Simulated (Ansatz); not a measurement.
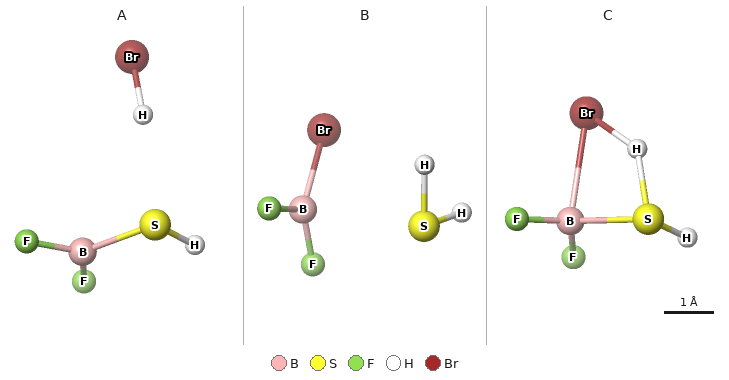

Three geometries of BH₂SBrF₂: a saddle point and the two minima that it joins, in shuffled order. A ball-and-stick model, seen at a tilt. Sticks join atoms that are closer than about 1.2 times the sum of their covalent radii (a little more with hydrogen).

Stationary points at PBE0-D4/def2-TZVP, single-point energies with CCSD(T)/CBS, PBE-D4, CCSD(T), RPA@PBE, wB97M-V, PBE-QIDH (def2-TZVPP where no basis is named; Ansatz 0.2.0). The energies are electronic, without zero-point or thermal terms, and both ends are the minima reached downhill from the saddle, with any fragments still in contact. CCSD(T)/CBS stands for a frozen-core estimate: MP2 correlation extrapolated from def2-TZVPP and def2-QZVPP, CCSD(T) minus MP2 from the smaller set.

Q: Identify the saddle point and describe the reaction.

A: Frame C is the saddle point. Counted by bonded pieces, A holds BHSF₂ + HBr and B holds BBrF₂ + H₂S. From A over the saddle to B, bonds form: B–Br (4.26 → 2.38 → 1.92 Å), H–S (2.49 → 1.64 → 1.34 Å). Bonds break: B–S (1.81 → 1.96 → 2.98 Å), Br–H (1.43 → 1.70 → 3.61 Å). The saddle has one imaginary mode, 740i cm⁻¹. With CCSD(T)/CBS the barrier is 0.91 eV from A and 1.01 eV from B, and B lies 0.10 eV below A.

```
      level  barrier from A (eV)  barrier from B (eV)  B less A (eV)
CCSD(T)/CBS                 0.91                 1.01          −0.10
     PBE-D4                 0.54                 0.59          −0.05
    CCSD(T)                 0.97                 1.07          −0.10
    RPA@PBE                 0.95                 1.06          −0.11
    wB97M-V                 0.88                 1.01          −0.13
   PBE-QIDH                 0.83                 0.92          −0.09
```

Against CCSD(T)/CBS, wB97M-V comes closest on the barrier from A (−0.03 eV) and PBE-D4 misses most (−0.37 eV).

Limits of the set-up: the start holds two separate molecules, 2.5 Å apart at their closest, whose relative position is a soft coordinate.
